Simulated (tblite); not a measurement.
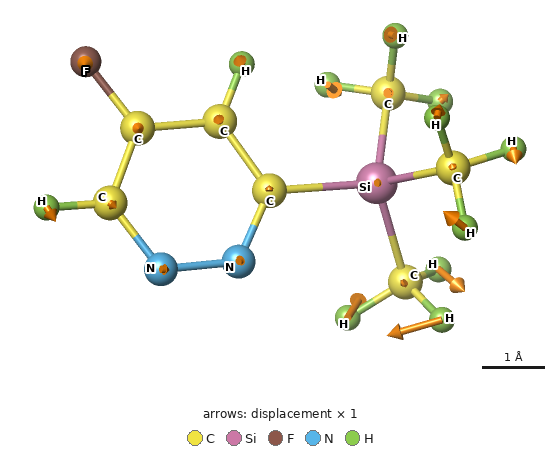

A relaxation of C$_{7}$H$_{11}$FN$_{2}$Si. The starting structure is drawn; orange arrows show the displacements, at their true length. The two geometries are superimposed by the best rigid fit.

The picture is a ball-and-stick view, seen at a tilt.

Theory: tblite 0.8.0, GFN2-xTB geometry optimisation, gas phase. 

What happened in the run?

Answer. The energy falls by 15.0 kcal/mol in 142 geometry steps. The atom that moves furthest after the best rigid fit is an H atom (0.94 Å). By element the largest moves are H 0.94 Å, F 0.32 Å, C 0.17 Å, N 0.16 Å, Si 0.09 Å. Near-neighbour distances that change, for instance: C–Si 1.843 → 1.911 Å, C–H 1.138 → 1.086 Å, N–N 1.335 → 1.297 Å, C–Si 1.873 → 1.909 Å. Among the angles between lasting bonds that change: H–C–H 114.4° → 107.4°, Si–C–N 121.9° → 115.1°, Si–C–C 118.1° → 124.0°. Groups turn about C–Si by about 50°. Cost: 2.3 s on 1 thread of Arm Neoverse N1, on a shared host.
